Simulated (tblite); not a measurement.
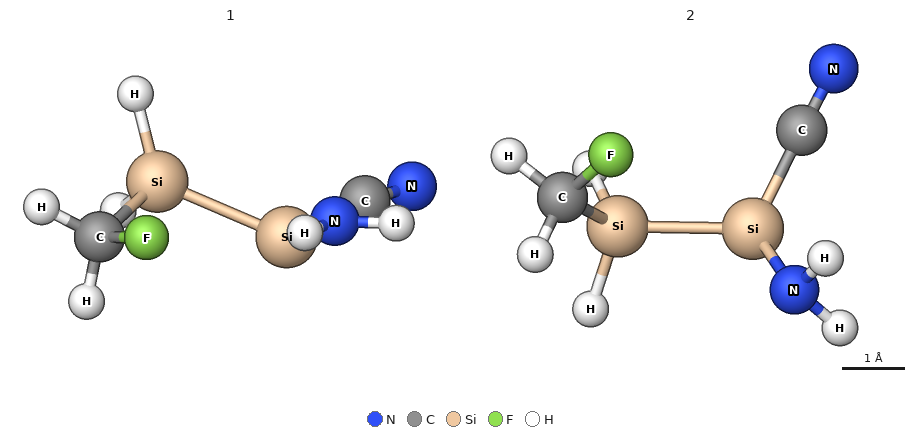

Two geometries of C₂H₆FN₂Si₂ (multiplicity 2), drawn at one scale. One is the start of a relaxation, the other its converged end. Style: ball-and-stick. Shown at a tilt.

Level of theory: GFN2-xTB geometry optimisation, gas phase in tblite 0.8.0. 

Which one is relaxed?

Answer. Structure 1 is the relaxed one. The atom that moves furthest after the best rigid fit is an N atom (2.54 Å). By element the largest moves are N 2.54 Å, H 1.94 Å, C 1.49 Å, F 1.37 Å, Si 0.73 Å. Some distances before and after: Si–Si 2.198 → 2.290 Å, C–Si 1.847 → 1.926 Å, C–Si 1.801 → 1.858 Å, H–N 1.057 → 1.006 Å. Bond angles that change, for instance: Si–Si–H 110.4° → 126.5°, Si–N–H 107.7° → 123.3°, Si–Si–C 116.1° → 102.5°. Groups turn about C–Si by about 20°. Over 181 geometry steps the energy falls by 0.641 eV. Cost: 1.1 s on 1 thread of Arm Neoverse V2, on a shared host.
